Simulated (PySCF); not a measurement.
Input file:

```
{"job": {"kind": "nmr", "xc": "PBE0", "basis": "pcSseg-1"}, "charge": 0, "multiplicity": 1}
C     -1.591547     0.514125     1.738671
C     -1.399357     0.433837     0.435639
C     -0.242882     1.053971    -0.285159
C      0.586227    -0.010198    -0.971017
Si     1.575298    -1.198033     0.110594
C      0.595011    -0.226214    -2.241872
O      0.682637    -0.474346    -3.379428
H     -0.915904     1.059570     2.377450
H     -2.433867     0.050390     2.223133
H     -2.086869    -0.120193    -0.190403
H     -0.616954     1.759226    -1.032658
H      0.383719     1.600234     0.423147
H      0.655723    -2.044349     0.876642
H      2.364185    -0.372091     1.029672
H      2.440166    -2.017940    -0.733462
```

Command:

```sh
OMP_NUM_THREADS=1 python probes_run.py task.json out
```

Geometry: GFN2-xTB.

Theory: PySCF, PBE0/pcSseg-1, SCF density, gas phase, non-relativistic.

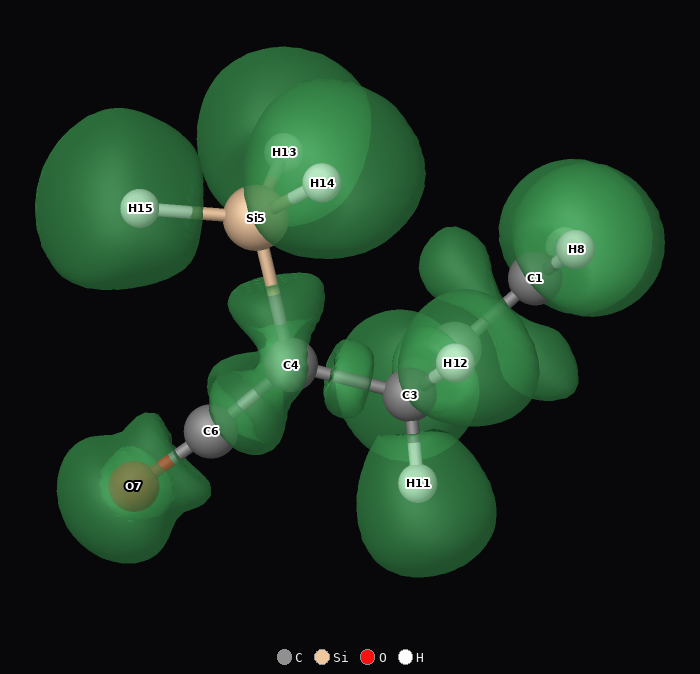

C5H8OSi (SMILES C=CCC([SiH3])=C=O). Isosurface of the ELF at 0.75 (green), seen at a tilt. Core shells and regions of very low density are left out.

Question: Identify the bonds, lone pairs and shells in this picture.

Answer: The surface consists of three regions between bonded C–C atoms (shared pairs), eight regions around hydrogen nuclei, one region on C in which the atom's valence shell and bonds are merged and one region on O in which the atom's valence shell and bonds are merged. Along the contacts the grid gives the following. C–O (1.17 Å): the ELF peaks at about 0.85 between the atoms (a multiple bond). C–C (1.29 Å): the ELF peaks at about 0.90 between the atoms (a multiple bond).
